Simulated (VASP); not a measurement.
Band structure of SbW (space group P6/mmm). Level of theory: PBE GGA, VASP's PBE PAW potentials (set 64) (plane waves; VASP).

Unless said otherwise, spin-orbit coupling is left out, though it shifts the bands of the heavy elements here.

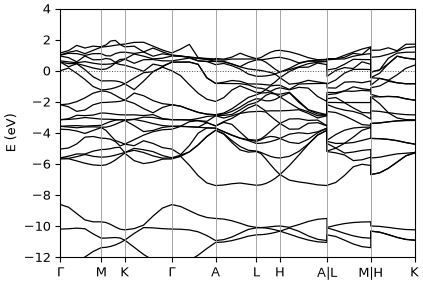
Fig. 1. Bands along high-symmetry lines, zero at the valence-band maximum or, without a gap, the Fermi level

Task: Read the plot: is there a gap, and where are the band edges?

Result: It has no gap at this level: it comes out as a metal or semimetal.

The structure was generated: SbW was put into an ordered model structure, which need not be its known phase. The cell was not relaxed at this level. The k-mesh is coarse (spacing up to 0.45 per Å, 2π included), so the numbers may not be converged in it. The electron count is odd and the run is not spin-polarised, which forces a metal.
